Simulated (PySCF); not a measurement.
C₂H₁₀BFSi₃

```yaml
atoms:
  - { symbol: F, position_ang: [3.9449, 0.9948, 0.7397] }
  - { symbol: Si, position_ang: [2.4156, 0.8439, 0.1988] }
  - { symbol: B, position_ang: [1.6883, -0.9258, 0.5871] }
  - { symbol: Si, position_ang: [-0.1883, -1.3298, 0.2678] }
  - { symbol: C, position_ang: [-0.9942, -0.3376, -1.1847] }
  - { symbol: Si, position_ang: [-1.9456, 0.8088, 0.0142] }
  - { symbol: C, position_ang: [-1.3293, -0.2973, 1.4501] }
  - { symbol: H, position_ang: [1.7781, 1.9973, 0.8438] }
  - { symbol: H, position_ang: [2.5874, 1.1678, -1.2242] }
  - { symbol: H, position_ang: [2.3828, -1.7534, 1.0441] }
  - { symbol: H, position_ang: [-0.6565, -2.7343, 0.2265] }
  - { symbol: H, position_ang: [-1.6442, -0.9355, -1.8173] }
  - { symbol: H, position_ang: [-0.2943, 0.1643, -1.8481] }
  - { symbol: H, position_ang: [-3.4003, 0.8413, -0.1603] }
  - { symbol: H, position_ang: [-1.4190, 2.1751, 0.0699] }
  - { symbol: H, position_ang: [-2.1131, -0.8907, 1.9123] }
  - { symbol: H, position_ang: [-0.8193, 0.2231, 2.2570] }
```

Geometry: GFN2-xTB.

Computed with PySCF, CAM-B3LYP/def2-SVPD, SCF density, gas phase.

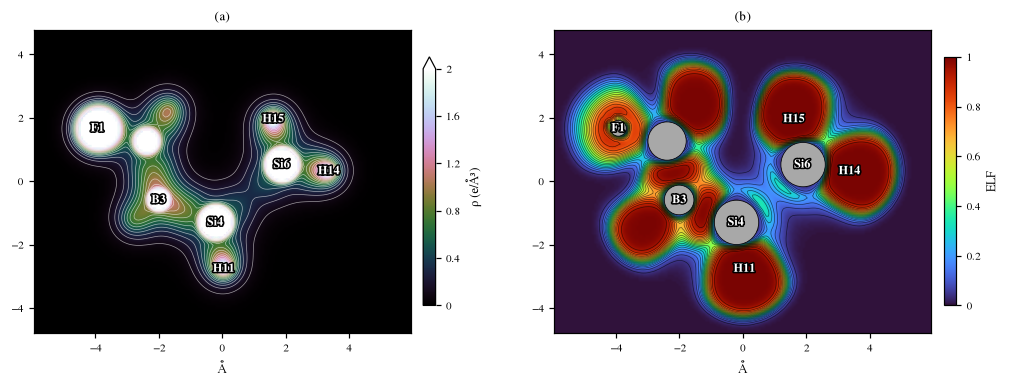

Figure 1. (a) total electron density; (b) ELF on the plane of atoms H14, Si6 and H15. Grey discs cover the atomic cores in the ELF map.

### What does the map show?

- The section cuts through F, B, Si and H sites.
- Si–B (1.95 Å): the density is about 0.87 e/Å³ at the midpoint; the ELF peaks at about 1 between the atoms (a shared electron pair).
- Si–H (1.47 Å): ρ is about 0.79 e/Å³ halfway; the ELF climbs to about 1 towards the hydrogen, as it does in any bond to H.
- The ELF also peaks beside F1, away from the bonds: lone-pair regions.

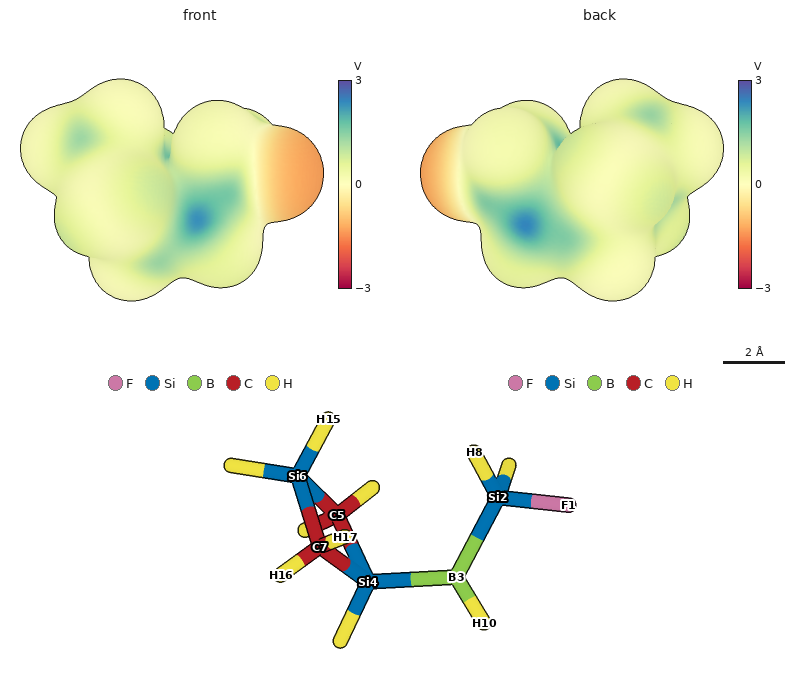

Figure 2. The molecular electrostatic potential painted on the density surface at 0.002 e/bohr³, seen from the front and from behind; red is negative and blue positive. The bare structure is drawn below in the same view.

### Where is the surface potential most negative and most positive?

The most negative region (about −1.3 V, or −30 kcal/mol for a unit charge) lies over F1, the most positive (about +2.2 V, or +51 kcal/mol for a unit charge) over B3.

### How polar is the molecule by this calculation?

Its dipole moment is 2.16 D.
